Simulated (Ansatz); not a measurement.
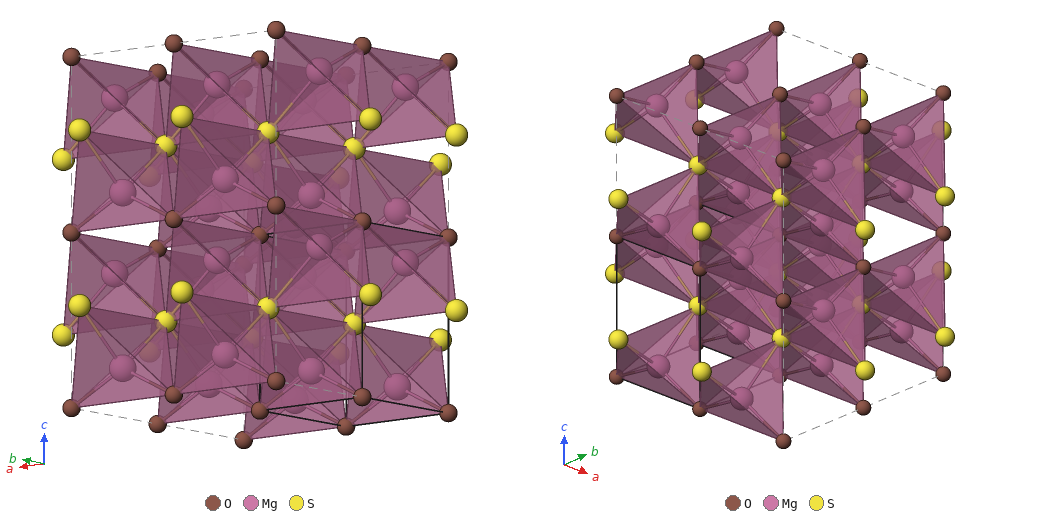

Polyhedra are drawn about Mg (bonds: Mg–O below 2.3 Å and Mg–S below 2.7 Å); other atoms are plain spheres. Two views of the same piece.

The compound is Mg2SO (space group P-4m2, No. 115), taken as the input geometry of an electronic-structure calculation (not necessarily at equilibrium); the starting structure was generated, so it need not be a known form of this composition.

Sharing among the drawn polyhedra:

| site | polyhedron | corner-sharing neighbours | edge-sharing | face-sharing | bond (Å) |
| --- | --- | --- | --- | --- | --- |
| Mg | MgO2S2 tetrahedron | 12 | 0 | 0 | 2.06–2.38 |

They form a three-dimensional framework of corner-sharing tetrahedra.
